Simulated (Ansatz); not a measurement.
RuSi (FeSi type, space group P2_13)

```
RuSi
1.0
    4.70473     0.00000     0.00000
    0.00000     4.70473     0.00000
    0.00000     0.00000     4.70473
Ru Si
4 4
Direct
  0.12942   0.12942   0.12942
  0.62942   0.37058   0.87058
  0.87058   0.62942   0.37058
  0.37058   0.87058   0.62942
  0.83761   0.83761   0.83761
  0.33761   0.66239   0.16239
  0.16239   0.33761   0.66239
  0.66239   0.16239   0.33761
```

Equation-of-state scan: isotropic scaling of the cell above, V₀ being its volume. The atoms relax within the cell's symmetry.

Level of theory: r2SCAN (plane waves to 500 eV, PAW, scalar-relativistic; Ansatz, a quantum-chemistry and plane-wave program). k mesh 10×10×10 (Γ-centred), Fermi-Dirac smearing 0.05 eV. E stands for the smeared free energy. RuSi is run without spin polarisation. RuSi was relaxed with its symmetry unable to fall. ΔE is measured from the relaxed starting cell.

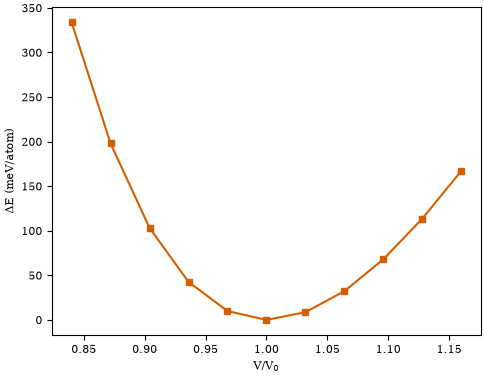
ΔE (meV/atom) against V/V₀; computed points joined by lines.

Problem. What is ΔE at V/V₀ = 0.840?

Solution. About 330 meV/atom.

Problem. What is ΔE at V/V₀ = 1.160?

Solution. About 170 meV/atom.

Problem. What bulk modulus B₀ follows from a third-order Birch-Murnaghan fit?

Solution. About 220 GPa.

(A scan under strain: stresses follow from slopes of the energy per volume, elastic moduli from its curvatures.)
